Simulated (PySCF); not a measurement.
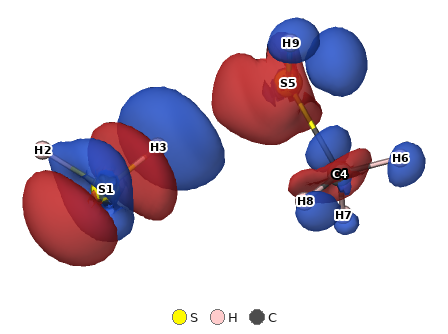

*CH₆S₂, SMILES `S.CS`. Density of the complex less the densities of the two fragments at the same geometry, ±0.003 e/Å³ (red: gain, blue: loss). Fragment A: H2S (atoms 1–3); fragment B: H4CS.*

Level of theory: CAM-B3LYP/6-311G** (PySCF), at a geometry from GFN2-xTB. GFN2-xTB bond lengths at metals and heavier atoms can be off by up to 0.1 Å and shapes distorted, which carries into these values.

Cartesian coordinates (Å):

```
S1      -2.2004   -0.1217    0.0319
H2      -2.8185    0.9933   -0.3273
H3      -1.0014    0.3920   -0.2435
C4       1.6075   -1.1316   -0.0106
S5       1.4441    0.6820   -0.0671
H6       2.5043   -1.3973    0.5397
H7       1.6909   -1.4629   -1.0405
H8       0.7240   -1.5638    0.4491
H9       1.3565    0.8627    1.2492
```

### Which way does charge flow?

Hirshfeld charges show 0.020 e passing from B to A. By Hirshfeld charges, electrons gather most on S1 (−0.033 e) and leave H3 most (+0.016 e); 0.08 e is displaced in all, which induces a dipole of 0.66 D.

### What is the interaction energy, and which contacts carry it?

The counterpoise-corrected interaction energy of the frozen fragments is −1.0 kcal/mol without dispersion correction and −2.3 kcal/mol with D3(BJ). The pair geometry is semi-empirical, not a minimum at this level. Contacts: H3···S5, hydrogen bond, 2.47 Å, ρ = 0.018 a.u. The pose is a local one from a semi-empirical search, not shown to be the most stable.
